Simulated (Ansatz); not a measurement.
# Calculations on CH7ClSSi2

## 1. Relaxation

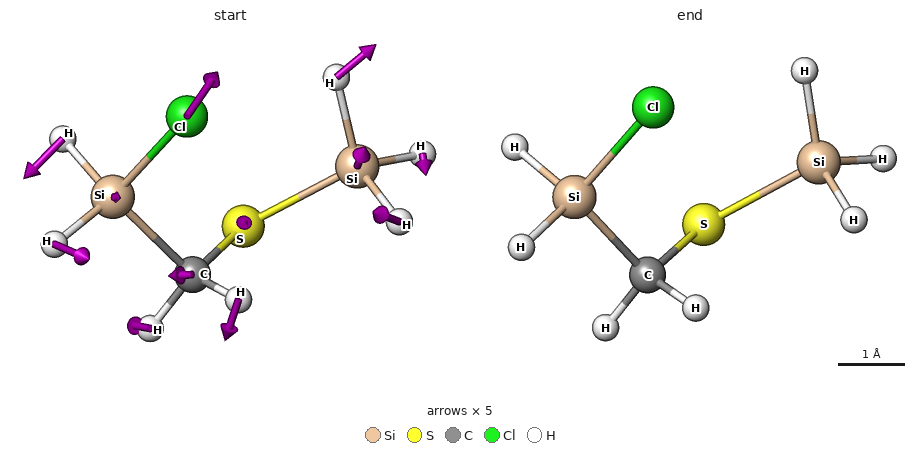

The structure of CH₇ClSSi₂ before (left) and after (right) a relaxation, at one scale. The purple arrows give the displacements, magnified 5 times.

The picture is a ball-and-stick view, seen at a tilt.

The run prepares an end point of a later path (torsion) calculation, from a guessed geometry.

Method: RKS PBE/def2-SVP (Ansatz 0.2.0).

Input file:
```yaml
crystal:
  periodic: [false, false, false]
  atoms:
    - { symbol: Si, position_ang: [-2.0972, 0.5627, -0.1231] }
    - { symbol: S, position_ang: [-1.0422, -1.1601, 0.407] }
    - { symbol: C, position_ang: [0.5297, -1.0089, -0.4542] }
    - { symbol: Si, position_ang: [1.8908, -0.0646, 0.5452] }
    - { symbol: Cl, position_ang: [1.5491, 1.9395, 0.3131] }
    - { symbol: H, position_ang: [-1.8578, 0.9194, -1.5609] }
    - { symbol: H, position_ang: [-1.6794, 1.7266, 0.7365] }
    - { symbol: H, position_ang: [-3.5529, 0.3599, 0.0538] }
    - { symbol: H, position_ang: [0.4333, -0.5682, -1.3983] }
    - { symbol: H, position_ang: [0.9302, -2.0311, -0.5629] }
    - { symbol: H, position_ang: [3.1738, -0.3541, 0.0582] }
    - { symbol: H, position_ang: [1.7995, -0.3764, 2.0194] }
basis:
  gaussian: { orbitals: def2-SVP }
hamiltonian:
  xc: pbe
relax:
  f_tol: 0.015
  max_steps: 40
```

Run as
```bash
ansatz run input.yaml --threads 2 --pin off --max-ram 3072MiB --backend cpu --events-out ev --progress --plain --runs-dir out
```

### Summarise the run.

The atom that moves furthest after the best rigid fit is Cl5 (0.24 Å). By element the largest moves are Cl 0.24 Å, H 0.22 Å, Si 0.11 Å, C 0.09 Å, S 0.06 Å. Near-neighbour distances that change, for instance: Si4–H11 1.403 → 1.505 Å, Si1–S2 2.089 → 2.169 Å, C3–H9 1.046 → 1.111 Å, S2–C3 1.799 → 1.849 Å. Bond angles that change, for instance: S2–Si1–H8 110.7° → 103.7°, S2–Si1–H7 110.6° → 115.2°, Si4–C3–H10 104.3° → 108.3°. The energy falls by 32.5 kJ/mol in 9 geometry steps. Largest force component: 2.3 eV/Å at the start, 0.013 eV/Å at the end.

## 2. Relaxation

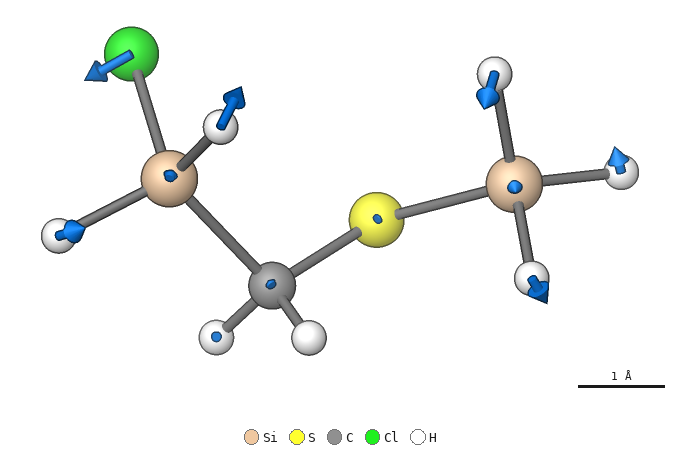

This is a relaxation of CH7ClSSi2. The starting structure is drawn; blue arrows show the displacements, at their true length. The two geometries are superimposed by the best rigid fit.

The picture is a ball-and-stick view, seen at a tilt.

The run prepares an end point of a later path (torsion) calculation, from a guessed geometry.

Theory: Ansatz, RKS PBE/def2-SVP. Settings: no spin polarisation; force threshold 0.015 eV/Å; at most 40 steps.

### Describe the change and its energy.

The atom that moves furthest after the best rigid fit is an H atom (0.68 Å). By element the largest moves are H 0.68 Å, Cl 0.67 Å, Si 0.17 Å, C 0.10 Å, S 0.08 Å. Some distances before and after: H–Si 1.403 → 1.500 Å, S–Si 2.089 → 2.158 Å, C–H 1.046 → 1.112 Å, C–S 1.799 → 1.853 Å. Among the angles between lasting bonds that change: S–Si–H 110.7° → 104.9°, Si–C–H 104.3° → 109.4°, Si–S–C 104.5° → 100.9°. Groups turn about C–Si by about 25°. The energy falls by 8.21 kcal/mol in 18 accepted moves (19 points after the start). Largest force component: 2.3 eV/Å at the start, 0.0072 eV/Å at the end. The line search rejected the trial step at point 8 of the run.

## 3. Path

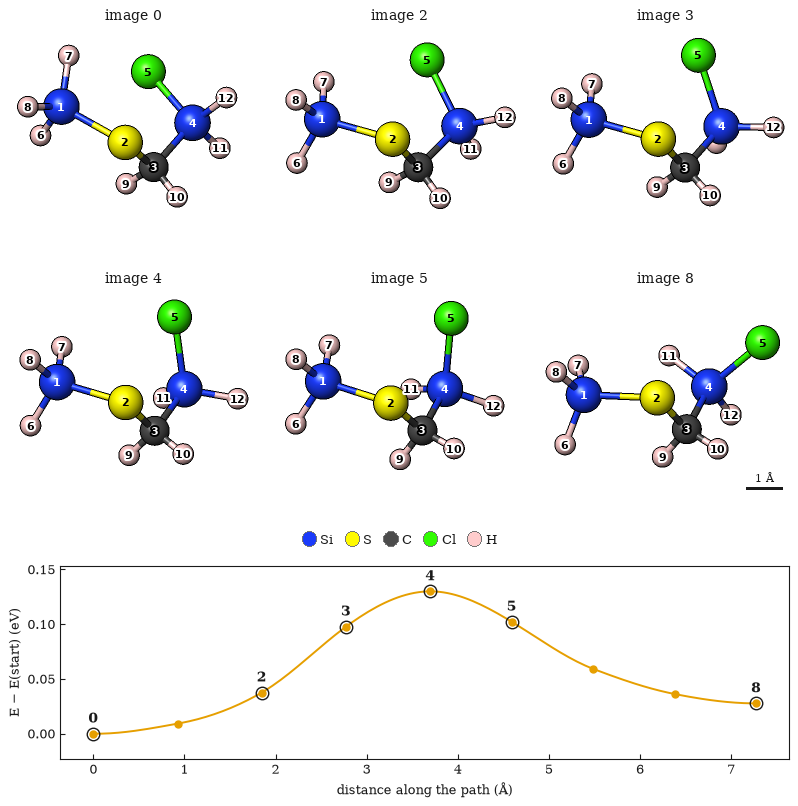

NEB run on CH₇ClSSi₂. Images are numbered from 0 (start) to 8 (end). A ball-and-stick model, seen at a tilt.

All numbers below come from Ansatz, RKS PBE/def2-SVP. Run with 7 movable images; climbing image; force threshold 0.03 eV/Å; iteration limit 60; starting path through a guess of the saddle point.

Q: Describe the mechanism and the energy profile.

A: The motion is a rotation about the C3–Si4 bond by about 135°. No bond forms or breaks between the ends. Bond angles that change up to the highest image, for instance: S2–C3–Si4 114.5° → 117.6°, C3–Si4–Cl5 109.1° → 112.1°. Forward barrier 0.130 eV, backward barrier 0.102 eV, with image 4 at the top; the reaction energy is +0.028 eV. The band is converged. At the top, the vibrational analysis gives one imaginary mode (80i cm⁻¹), as a transition state must have.
